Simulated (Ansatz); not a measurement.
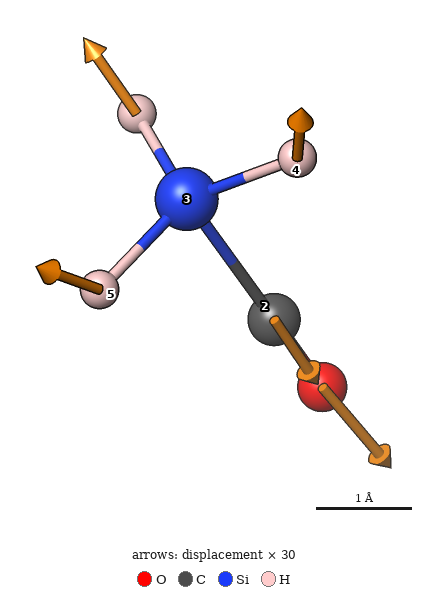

This is a relaxation of CH₃OSi (charge +1). The starting structure is drawn; orange arrows show the displacements, 30 times their true length. The two geometries are superimposed by the best rigid fit.

Style: ball-and-stick. Shown from a free direction.

The run prepares an end point of a later path (hydrogen shift) calculation, from a guessed geometry.

Theory: RKS B3LYP/def2-SVP (Ansatz).

Input file:
```yaml
crystal:
  periodic: [false, false, false]
  atoms:
    - { symbol: O, position_ang: [1.00644, -1.87197, 0.97947] }
    - { symbol: C, position_ang: [0.52654, -0.99021, 0.51333] }
    - { symbol: Si, position_ang: [-0.32064, 0.59701, -0.31209] }
    - { symbol: H, position_ang: [-1.44413, -0.0812, -0.94976] }
    - { symbol: H, position_ang: [0.80393, 1.0041, -1.14797] }
    - { symbol: H, position_ang: [-0.57214, 1.34226, 0.91702] }
total_charge: 1
basis:
  gaussian: { orbitals: def2-SVP }
hamiltonian:
  xc: b3lyp
relax:
  f_tol: 0.02
  max_steps: 50
output:
  orbitals: {}
```

Run as
```bash
ansatz run input.yaml --threads 1 --pin off --max-ram 2048MiB --backend cpu --events-out ev --progress --plain --runs-dir out
```

What happened in the run?

After 3 geometry steps the energy has fallen by 0.027 eV. The largest force component goes from 1.1 to 0.019 eV/Å. The largest move after the best rigid fit is that of O1, 0.046 Å. By element the largest moves are O 0.046 Å, C 0.036 Å, H 0.034 Å, Si 0.002 Å. Among the contacts that change: C2–Si3 1.979 → 2.014 Å, Si3–H4 1.459 → 1.478 Å, O1–C2 1.107 → 1.116 Å.
